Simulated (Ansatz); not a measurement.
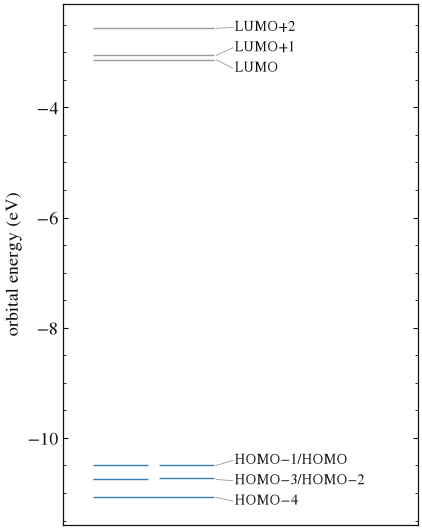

WH₂O₂Cl₂F₂, SMILES [OH][W]([OH])([F])([F])([Cl])[Cl], singlet. Kohn-Sham orbital energies near the frontier, BHLYP/def2-TZVPP, the Ansatz code 0.2.0, at a PBE0-D4/def2-TZVP geometry (with a soft imaginary mode, 31i cm⁻¹), isolated molecule; empty levels in grey, levels within 0.03 eV side by side.

Question: Where do the frontier orbitals lie?

Answer: HOMO at −10.48 eV, LUMO at −3.14 eV, 7.35 eV apart.

Question: Is the HOMO or the LUMO degenerate, or nearly so?

Answer: The HOMO is one of 2 levels within 0.03 eV and the LUMO stands alone.

Question: List the levels.

Answer:
| orbital | energy (eV) |
| --- | --- |
| LUMO+2 | −2.56 |
| LUMO+1 | −3.05 |
| LUMO | −3.14 |
| HOMO | −10.48 |
| HOMO−1 | −10.50 |
| HOMO−2 | −10.73 |
| HOMO−3 | −10.75 |
| HOMO−4 | −11.08 |

Caveats: core potentials past krypton; spin-orbit coupling is left out, and with W it can shift these levels and split any degenerate set.
